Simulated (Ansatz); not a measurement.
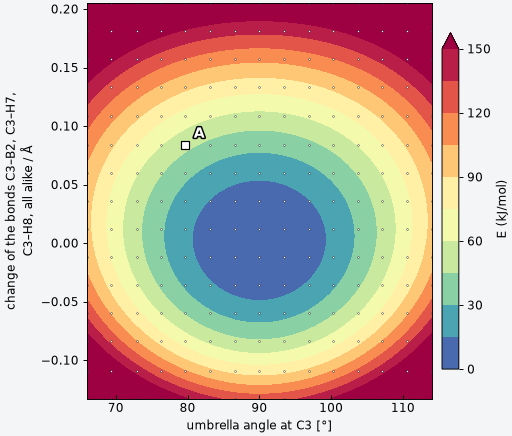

CH₄B₂Cl, SMILES BB([CH2-])Cl, charge −1. Coordinates scanned: (1) umbrella angle at C3 (between each of its bonds and their common axis; 90 is planar); (2) change of the bonds C3–B2, C3–H7, C3–H8, all alike. Nothing is relaxed (all other coordinates rigid). The grid has 15 × 15 points; 215 points were computed and 10 follow by symmetry. Points are written as (first, second). Energies: kJ/mol, counted from the relaxed molecule at the same level. All numbers below come from Ansatz 0.2.0, RHF/def2-SVPD.

The picture shows filled contours, dots at the grid points, one colour for all values above the top of the scale, the point A. Between grid points the surface is interpolated.

Which way does the force act at A, and how strong is it?

Answer. A, at (79.7°, 0.084 Å), is not a stationary point. The computed force is 2.8 kJ/mol for each degree towards larger values of the first coordinate and 730 kJ/mol for each Å towards smaller values of the second coordinate.
